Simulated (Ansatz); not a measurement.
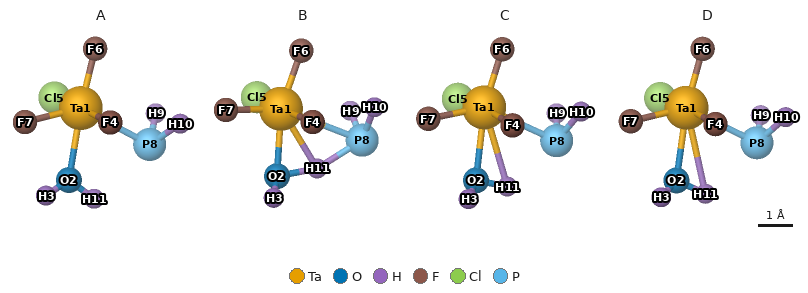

4 geometries from a converged minimum-energy path of TaPH4OClF3, shuffled. The picture is a ball-and-stick view, seen at a tilt.

Method: Ansatz, RKS LDA/def2-SVP. Settings: 7 movable images; climbing image; force threshold 0.05 eV/Å; iteration limit 60; starting path through a guess of the saddle point.

Q: Which frame is the top of the path?

A: B. In order along the path, whose images run from 0 to 8: B (image 4, +19.8 kcal/mol), C (image 6, +7.0 kcal/mol), D (image 7, +4.9 kcal/mol), A (image 8, +4.4 kcal/mol). A hydrogen atom shifts from one atom to another. Breaking: P8–H11 (1.45 → 1.68 at the top → 2.42 Å). Forming: O2–H11 (2.38 → 1.30 at the top → 0.99 Å).

Cost: 5.7 min on 4 threads of Intel(R) Xeon(R) Platinum 8259CL CPU @ 2.50GHz (Skylake/Cascade Lake) (shared host), peak memory 0.28 GiB.
